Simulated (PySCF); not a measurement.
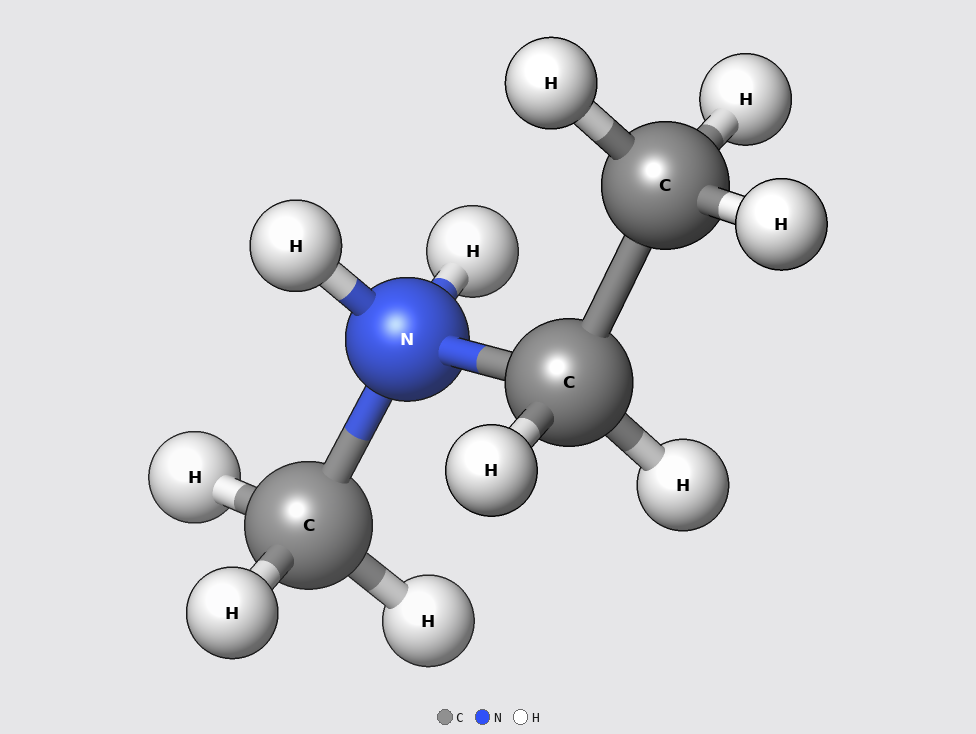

Every bond is drawn as one stick, whatever its order.

The species has charge +1 and is a spin singlet. The computed structure is the end point of a PBE0-D3(BJ)/def2-SVP optimisation. No frequency run is at hand to confirm it as a minimum.

Description:

It has 14 atoms: 3 carbon, 10 hydrogen and 1 nitrogen (C₃H₁₀N⁺). As SMILES it reads `CC[NH2+]C`. It has no ring. Coordination: 3 C tetrahedral; 1 N tetrahedral.

The parts below concern this one geometry. Atoms keep their numbers from picture to picture.

### Geometry

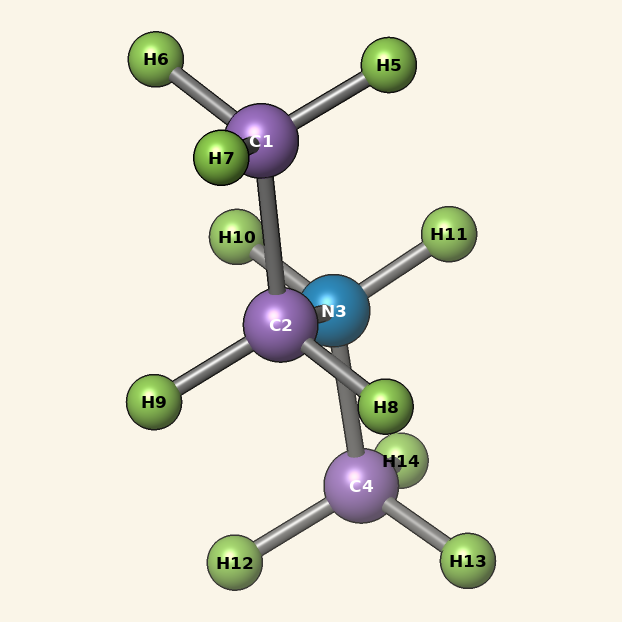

N3 lies behind C2. The molecule seen a little off the C2–N3 bond, C2 in front. Atoms fade into the background with distance from the viewer. No frequency run is at hand to confirm it as a minimum.

**What is the torsion angle C1–C2–N3–C4? The sign is positive where the front bond must turn clockwise to cover the back bond.**

178°, antiperiplanar (anti). The bonds about C2–N3 are staggered.

### Quadrupole coupling

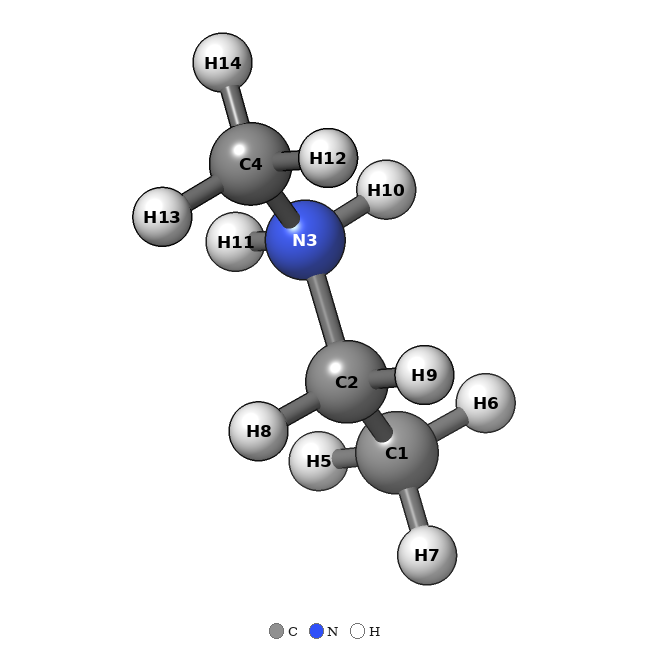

No frequency run is at hand to confirm it as a minimum. Electric field gradients from the ground-state density, B3LYP/6-31G* (PySCF 2.14.0), non-relativistic apart from any core potentials.

Give the largest field-gradient component, the quadrupole coupling constant and the asymmetry for 14N at N3 (Q = 20.44 mb), 2H at H5 (Q = 2.86 mb), 2H at H6 (Q = 2.86 mb), 2H at H7 (Q = 2.86 mb), 2H at H8 (Q = 2.86 mb).

```csv
atom,V_zz (a.u.),e²qQ/h (MHz),η
N3,0.035,0.168,0.77
H5,0.273,0.183,0.06
H6,0.272,0.183,0.06
H7,0.275,0.185,0.04
H8,0.262,0.176,0.10
```

### Electronic properties

No frequency run is at hand to confirm it as a minimum. Level of theory: B3LYP/6-31G*, gas phase (PySCF 2.14.0).

**What is the HOMO energy (Kohn–Sham orbital)?**

−14.74 eV.

**Estimate the HOMO–LUMO gap.**

10.50 eV.

### Spin–spin coupling

No frequency run is at hand to confirm it as a minimum. Level of theory: B3LYP/6-31G* indirect spin-spin coupling, non-relativistic, gas phase (PySCF 2.14.0). Isotopes: 13C, 1H, 15N.

Give the spin–spin coupling constants of these pairs, with the number of bonds between them: C2/N3, N3/H10, N3/H11, N3/C4, N3/H7, N3/H5, N3/H6.

```json
{"pair": "C2, N3", "bonds apart": "1", "J (Hz)": "−7.6"}
{"pair": "N3, H10", "bonds apart": "1", "J (Hz)": "−75.6"}
{"pair": "N3, H11", "bonds apart": "1", "J (Hz)": "−75.6"}
{"pair": "N3, C4", "bonds apart": "1", "J (Hz)": "−9.5"}
{"pair": "N3, H7", "bonds apart": "3", "J (Hz)": "−8.8"}
{"pair": "N3, H5", "bonds apart": "3", "J (Hz)": "−1.4"}
{"pair": "N3, H6", "bonds apart": "3", "J (Hz)": "−1.5"}
```
